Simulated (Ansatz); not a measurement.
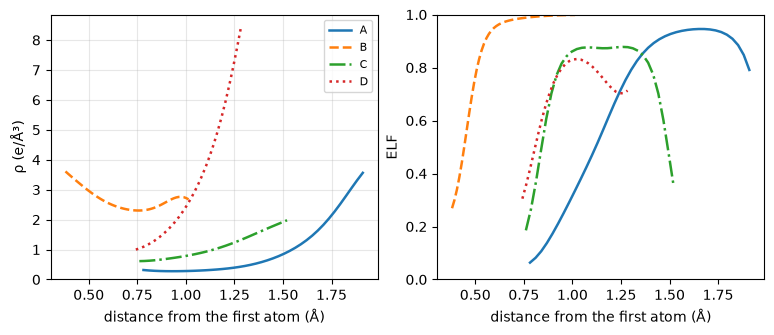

*ClFH2Si···NH3. Total electron density and electron localisation function along straight lines between neighbouring atoms. The curves leave out the atomic cores.*

The product side of a reaction path; geometry: PBE0-D4/def2-TZVP.

Level of theory: Ansatz, RKS PBE0-D4/def2-TZVPP.

```xyz
9

Si   -0.9850    0.0837   -0.1802
N     1.2811   -0.1752    0.2238
H    -0.5525   -0.4269   -1.4944
H    -1.0396   -0.8192    0.9846
Cl   -3.0360    0.3353   -0.5433
H     1.5034    0.1430    1.1605
F    -0.5803    1.6037    0.1398
H     1.8149    0.3911   -0.4261
H     1.5939   -1.1355    0.1351
```

Q: Which curve belongs to which contact (N–H, Si–Cl, Si–F and Si–N)? The first atom named is at distance zero.

A: Curve A: Si1···N2 (2.32 Å): the density falls to about 0.28 e/Å³ on the way; the ELF peaks at about 0.95 in the valence shell of N, 0.7 Å from its nucleus, and is about 0.55 at the midpoint. Curve B: N–H (1.01 Å): the density is about 2.9 e/Å³ at the midpoint; the ELF climbs to about 1 towards the hydrogen, as it does in any bond to H; an ordinary covalent bond to hydrogen. Curve C: Si–Cl (2.10 Å): the density is about 0.85 e/Å³ at the midpoint; the ELF peaks at about 0.90 between the atoms: a polar covalent bond. Curve D: Si–F (1.61 Å): ρ is about 1.2 e/Å³ halfway; the ELF peaks at about 0.85 in the valence shell of F, 0.6 Å from its nucleus, and is about 0.50 at the midpoint.
